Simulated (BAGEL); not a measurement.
# C2H4AlF (SMILES C=[CH][AlH][F]) at HF/3-21G (density fitting with qzvpp-jkfit)

What is the vertical ionisation energy of C2H4AlF at HF/3-21G (density fitting with qzvpp-jkfit)? 

Program for the calculation: BAGEL 1.2.2.

4 further runs of the same task are left out: 4 set aside as unsound or not needed.

## Step 1: Starting point

The species is C2H4AlF (8 atoms), meant as a singlet with charge 0. SMILES: `C=[CH][AlH][F]`. The coordinates come from a PBE0-D4/def2-TZVP relaxation. This is one conformer, not always the lowest.

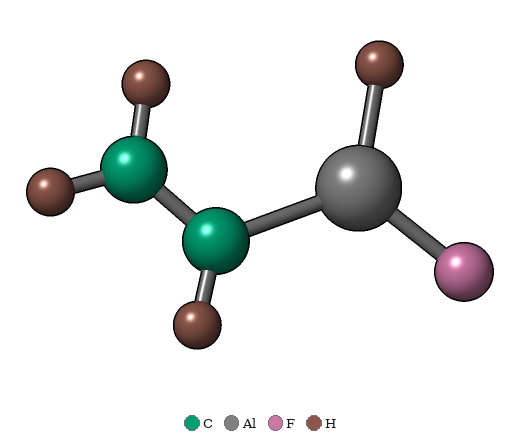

Viewed from a chosen angle; carbon teal, aluminium grey, fluorine pink, hydrogen brown.

## Step 2: A single-point energy at HF/3-21G (density fitting with qzvpp-jkfit)

Input file job.json:

```json
{ "bagel": [

{
  "title": "molecule",
  "basis": "3-21g",
  "df_basis": "qzvpp-jkfit",
  "angstrom": true,
  "geometry": [
    { "atom": "C", "xyz": [    0.611900,    1.238300,   -0.082900 ] },
    { "atom": "C", "xyz": [   -0.207300,    0.389100,    0.543300 ] },
    { "atom": "Al", "xyz": [   -0.435800,   -1.365900,   -0.215900 ] },
    { "atom": "F", "xyz": [   -1.430800,   -2.467800,    0.507700 ] },
    { "atom": "H", "xyz": [    1.139800,    0.961500,   -0.994300 ] },
    { "atom": "H", "xyz": [    0.802500,    2.249300,    0.272800 ] },
    { "atom": "H", "xyz": [   -0.698800,    0.740100,    1.449200 ] },
    { "atom": "H", "xyz": [    0.310600,   -1.801800,   -1.535700 ] }
  ]
},
{ "title": "hf", "charge": 0 },
{ "title": "print", "file": "orbitals.molden", "orbitals": true }

]}
```

Command:

```bash
$ BAGEL_NUM_THREADS=1 BAGEL job.json > job.out
```

Log:

```text
* using 1 threads per process

  ===============================================================
  ===============================================================

  *** Geometry ***

  { "atom" : "C", "xyz" : [      1.156323,      2.340048,     -0.156658 ] },
  { "atom" : "C", "xyz" : [     -0.391740,      0.735292,      1.026688 ] },
  { "atom" : "Al", "xyz" : [     -0.823543,     -2.581177,     -0.407992 ] },
  { "atom" : "F", "xyz" : [     -2.703820,     -4.663466,      0.959414 ] },
  { "atom" : "H", "xyz" : [      2.153910,      1.816972,     -1.878955 ] },
  { "atom" : "H", "xyz" : [      1.516505,      4.250561,      0.515517 ] },
  { "atom" : "H", "xyz" : [     -1.320541,      1.398586,      2.738591 ] },
  { "atom" : "H", "xyz" : [      0.586949,     -3.404909,     -2.902052 ] },

  Number of auxiliary basis functions:      427

  Since a DF basis is specified, we compute 2- and 3-index integrals:
    o Being stored without compression. Storage requirement is 0.008 GB

  Number of basis functions:       48
  Number of electrons      :       38

    * METHOD: MOLECULE                             0.11

  *** RHF ***

  === Nuclear Repulsion ===
   136.2234026908

      * DIIS with orbital gradients will be used.

  === RHF iteration (3-21g) ===
      0       -417.03879922          0.02655469           0.02
      1       -417.14339563          0.01441697           0.02
      2       -417.17685396          0.00173025           0.02
      3       -417.17773327          0.00043477           0.02
      4       -417.17778010          0.00007965           0.02
      5       -417.17778309          0.00002237           0.02
      6       -417.17778328          0.00001164           0.02
      7       -417.17778332          0.00000225           0.02
      8       -417.17778332          0.00000039           0.02
      9       -417.17778332          0.00000017           0.02
     10       -417.17778332          0.00000005           0.02
     11       -417.17778332          0.00000001           0.02
     12       -417.17778332          0.00000001           0.02
    * SCF iteration converged.

    * Permanent dipole moment:
           (   -0.460038,    -0.756591,     0.181942) a.u.

    * METHOD: HF                                   0.37

    * METHOD: PRINT                                0.00

  ===============================================================
```

Run time: 0.62 s. Hardware: 1 thread of Arm Neoverse V2, shared host.

## Step 3: The doublet cation

Input file input.json:

```json
{ "bagel": [

{
  "title": "molecule",
  "basis": "3-21g",
  "df_basis": "qzvpp-jkfit",
  "angstrom": true,
  "geometry": [
    { "atom": "C", "xyz": [    0.611900,    1.238300,   -0.082900 ] },
    { "atom": "C", "xyz": [   -0.207300,    0.389100,    0.543300 ] },
    { "atom": "Al", "xyz": [   -0.435800,   -1.365900,   -0.215900 ] },
    { "atom": "F", "xyz": [   -1.430800,   -2.467800,    0.507700 ] },
    { "atom": "H", "xyz": [    1.139800,    0.961500,   -0.994300 ] },
    { "atom": "H", "xyz": [    0.802500,    2.249300,    0.272800 ] },
    { "atom": "H", "xyz": [   -0.698800,    0.740100,    1.449200 ] },
    { "atom": "H", "xyz": [    0.310600,   -1.801800,   -1.535700 ] }
  ]
},
{
  "title": "uhf",
  "charge": 1,
  "nopen": 1
},
{
  "title": "print",
  "file": "orbitals.molden",
  "orbitals": true
}

]}
```

Command:

```bash
$ BAGEL_NUM_THREADS=1 BAGEL input.json > input.out
```

Log:

```text
* using 1 threads per process

  ===============================================================
  ===============================================================

  *** Geometry ***

  { "atom" : "C", "xyz" : [      1.156323,      2.340048,     -0.156658 ] },
  { "atom" : "C", "xyz" : [     -0.391740,      0.735292,      1.026688 ] },
  { "atom" : "Al", "xyz" : [     -0.823543,     -2.581177,     -0.407992 ] },
  { "atom" : "F", "xyz" : [     -2.703820,     -4.663466,      0.959414 ] },
  { "atom" : "H", "xyz" : [      2.153910,      1.816972,     -1.878955 ] },
  { "atom" : "H", "xyz" : [      1.516505,      4.250561,      0.515517 ] },
  { "atom" : "H", "xyz" : [     -1.320541,      1.398586,      2.738591 ] },
  { "atom" : "H", "xyz" : [      0.586949,     -3.404909,     -2.902052 ] },

  Number of auxiliary basis functions:      427

  Since a DF basis is specified, we compute 2- and 3-index integrals:
    o Being stored without compression. Storage requirement is 0.008 GB

  Number of basis functions:       48
  Number of electrons      :       38

    * METHOD: MOLECULE                             0.11

  *** Open-shell HF ***

  === Nuclear Repulsion ===
   136.2234026908

      * DIIS with orbital gradients will be used.

  === UHF iteration (3-21g) ===
      0       -416.63784684          0.05121324           0.04
      1       -416.74512526          0.03435517           0.04
      2       -416.77754118          0.02181354           0.04
      3       -416.79695109          0.00248964           0.04
      4       -416.79893285          0.00118336           0.04
      5       -416.79972904          0.00058587           0.04
      6       -416.80012216          0.00017361           0.04
      7       -416.80038397          0.00012894           0.04
      8       -416.80067684          0.00011556           0.04
      9       -416.80101697          0.00010761           0.04
     10       -416.80129146          0.00009926           0.04
     11       -416.80167315          0.00008487           0.04
     12       -416.80205091          0.00007311           0.04
     13       -416.80204075          0.00004991           0.04
     14       -416.80205258          0.00004881           0.04
     15       -416.80204490          0.00001549           0.04
     16       -416.80205393          0.00001612           0.04
     17       -416.80205669          0.00000888           0.04
     18       -416.80205736          0.00000498           0.04
     19       -416.80205742          0.00000295           0.04
     20       -416.80205743          0.00000203           0.04
     21       -416.80205745          0.00000078           0.04
     22       -416.80205746          0.00000042           0.04
     23       -416.80205746          0.00000038           0.04
     24       -416.80205746          0.00000029           0.04
     25       -416.80205746          0.00000027           0.04
     26       -416.80205746          0.00000027           0.04
     27       -416.80205746          0.00000025           0.04
     28       -416.80205746          0.00000023           0.04
     29       -416.80205746          0.00000020           0.04
     30       -416.80205746          0.00000010           0.04
     31       -416.80205746          0.00000006           0.04
     32       -416.80205746          0.00000004           0.04
     33       -416.80205746          0.00000003           0.04
     34       -416.80205746          0.00000002           0.04
     35       -416.80205746          0.00000002           0.04
     36       -416.80205746          0.00000001           0.04
     37       -416.80205746          0.00000001           0.04
     38       -416.80205746          0.00000001           0.04
    * SCF iteration converged.

    * S^2 (UHF) is 0.9436

    * Permanent dipole moment:
           (   -1.176514,    -1.857285,     0.514758) a.u.

    * METHOD: UHF                                  1.73

    * METHOD: PRINT                                0.00

  ===============================================================
```

Wall time 2 s (1 thread of Arm Neoverse V2, shared host).

## Step 4: Outcome

At HF/3-21G (density fitting with qzvpp-jkfit):

```
                                          quantity          value
                     singlet C2H4AlF: total energy  -417.17778 Eh
                    singlet C2H4AlF: dipole moment         2.30 D
                      singlet C2H4AlF: HOMO energy      -10.64 eV
                      singlet C2H4AlF: LUMO energy        1.75 eV
                    singlet C2H4AlF: HOMO–LUMO gap       12.39 eV
                      doublet cation: total energy  -416.80206 Eh
                              doublet cation: ⟨S²⟩          0.944
vertical ionisation energy (to the doublet cation)      10.224 eV
```

**Reading.** The vertical ionisation energy comes to 10.22 eV (986 kJ/mol). −ε(HOMO) before ionisation, 10.64 eV, is 0.41 eV above this ionisation energy. ⟨S²⟩ (doublet cation) is 0.94 where a pure doublet has 0.75: the reference is spin-contaminated.
